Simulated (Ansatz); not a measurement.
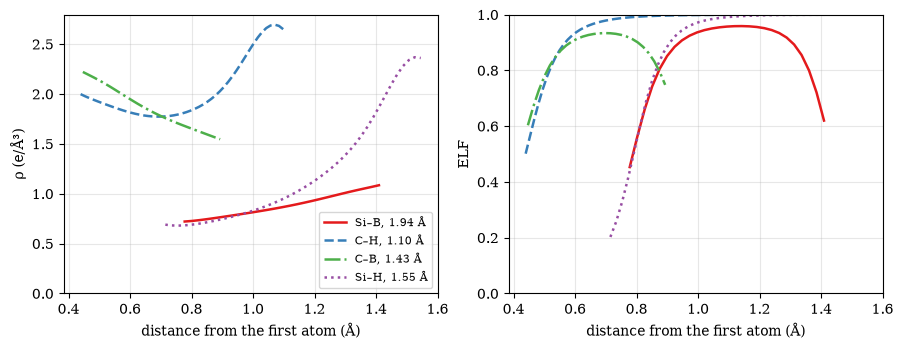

Figure 1: CH3BSi (SMILES C=[B-]=[SiH]) (charge −1, doublet). Electron density and electron localisation function along straight lines between neighbouring atoms. The curves leave out the atomic cores.

Geometry: r2SCAN-D4/def2-SVPD.

Theory: Ansatz, isolated molecule in a Gaussian basis; Kohn-Sham density functional theory, functional PBE0.

```yaml
atoms:
  - { symbol: C, position_ang: [0.0132, 0.7972, 1.1342] }
  - { symbol: B, position_ang: [1.1203, 0.1794, 1.7926] }
  - { symbol: Si, position_ang: [2.5996, -0.8676, 2.4957] }
  - { symbol: H, position_ang: [-0.6887, 1.4732, 1.6399] }
  - { symbol: H, position_ang: [-0.2012, 0.6538, 0.0665] }
  - { symbol: H, position_ang: [3.3762, 0.3263, 3.0952] }
```

What can be read from the curves?

Si–B (1.94 Å): the density is about 0.8 e/Å³ at the midpoint; the ELF peaks at about 0.95 between the atoms, as expected for a covalent bond.
C–H (1.10 Å): ρ at the midpoint is about 1.9 e/Å³; the ELF climbs to about 1 towards the hydrogen, as it does in any bond to H (an ordinary covalent bond to hydrogen).
C–B (1.43 Å): the density is about 1.8 e/Å³ at the midpoint; the ELF peaks at about 0.95 between the atoms, as expected for a covalent bond.
Si–H (1.55 Å): ρ is about 0.68 e/Å³ halfway; the ELF climbs to about 1 towards the hydrogen.
